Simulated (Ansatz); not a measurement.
Single-point calculation, with input and output: C$_{2}$H$_{6}$InO

System: C$_{2}$H$_{6}$InO, multiplicity 2.
Method: UKS wB97X-V/def2-TZVPP (Ansatz 0.2.0).

The geometry comes from this level: PBE0-D4/def2-TZVP.

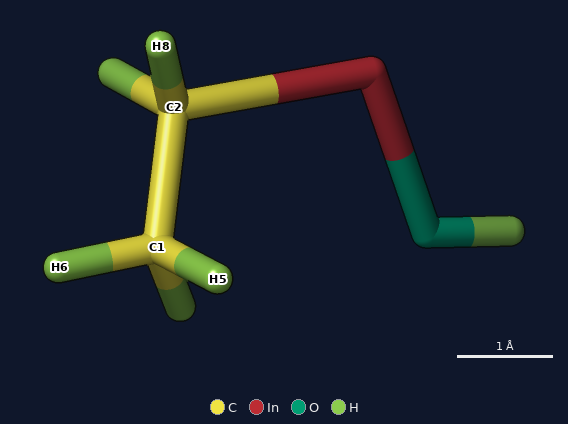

**Figure 1.** The input geometry (stick view, seen at a tilt; atoms are numbered from 1 in the order of the input). Sticks mark near contacts. Bond lengths as drawn: C–C 1.51 Å, C–H 1.09 to 1.10 Å, C–In 2.24 Å, H–O 0.96 Å and In–O 2.02 Å.

**Key numbers**

```csv
quantity,value
outcome,converged
total energy,−9392.3557 eV
⟨S²⟩,0.762
SCF solution under orbital rotations,stable
HOMO (either spin),−7.50 eV
LUMO (either spin),−0.99 eV
hardware,"4 CPU threads, shared host"
wall time,12 s (CPU time 44 s)
peak memory,0.97 GiB
```

**Input**
```yaml
crystal:
  periodic: [false, false, false]
  atoms:
    - {symbol: C, position_ang: [-1.129268, 0.452562, -0.018925]}
    - {symbol: C, position_ang: [-0.417073, -0.549121, 0.865814]}
    - {symbol: In, position_ang: [1.519170, -1.160860, -0.089369]}
    - {symbol: O, position_ang: [2.131038, 0.401650, -1.212916]}
    - {symbol: H, position_ang: [-1.452156, 0.007665, -0.963119]}
    - {symbol: H, position_ang: [-2.027706, 0.838696, 0.478215]}
    - {symbol: H, position_ang: [-0.494422, 1.306049, -0.264613]}
    - {symbol: H, position_ang: [-0.990741, -1.456422, 1.054426]}
    - {symbol: H, position_ang: [-0.103619, -0.127026, 1.823854]}
    - {symbol: H, position_ang: [2.964786, 0.286807, -1.673367]}
basis:
  gaussian: {orbitals: def2-TZVPP}
magnetization: {spin_polarized: true, initial_magnetization: 1}
hamiltonian: {xc: {name: wB97X-V}}
output: {orbitals: {seedname: orbitals}}
```

**What the program printed**
```
Functional definition: wB97X-V
  name "wB97X-V"
  cite "Mardirossian & Head-Gordon, Phys. Chem. Chem. Phys. 16, 9904 (2014) doi:10.1039/C3CP54374A"
  cite "Becke, J. Chem. Phys. 107, 8554 (1997) doi:10.1063/1.475007"
  cite "Vydrov & Van Voorhis, J. Chem. Phys. 133, 244103 (2010) doi:10.1063/1.3521275"
  parameter omega = 0.3/bohr
  parameter cx = 0.167
  parameter cx1 = 0.603
  parameter cx2 = 1.194
  parameter css0 = 0.556
  parameter css1 = -0.257
  parameter cos0 = 1.219
  parameter cos1 = -1.850
  parameter b = 6.0
  parameter c = 0.01
  exchange = spin_sum(e_x_unif_sr(omega)*poly(b97_u_x, 1 - cx, cx1, cx2)) + cx*exact_x_sr(omega) + exact_x_lr(omega)
  correlation = spin_sum(e_c_pw_same_spin*poly(b97_u_same, css0, css1))
      + integral(e_c_pw_opposite_spin*poly(b97_u_opposite, cos0, cos1)) + vv10(b, c)
1317 factors; their error is unknown
318 factors; integrals over basis functions are off by at most 1.2e-5 eV
mean field evaluation 1: about -9382.6285 eV, gradient 4.9e1 eV
mean field evaluation 2: about -9373.9491 eV, gradient 7.0e1 eV
mean field evaluation 4: about -9392.2528 eV, gradient 3.4e0 eV
mean field evaluation 8: about -9392.3348 eV, gradient 1.4e-1 eV
mean field evaluation 16: about -9392.3557 eV, gradient 6.9e-3 eV
mean field -9392.35571519 eV, -345.1627061661 hartree, gradient 9.4e-6 eV, S^2 0.761900; 0 other end points of the search recorded, 0 dependent functions left out
reference -9392.35571354 eV, -345.1627061051 hartree; 24, 23 occupied and 203, 204 virtual orbitals, 1317 factors
Total energy: -9392.35571354 eV, -345.1627061051 hartree
```

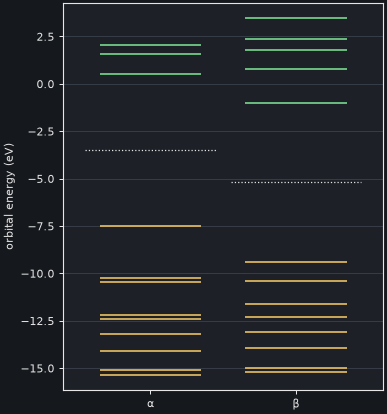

**Figure 2.** Orbital energies near the frontier for α and β spins; the dotted line parts filled from empty levels, and levels within 0.02 eV of each other stand side by side. α: highest filled −7.50 eV, lowest empty 0.53 eV, 8.03 eV apart; β: highest filled −9.39 eV, lowest empty −0.99 eV, 8.40 eV apart.
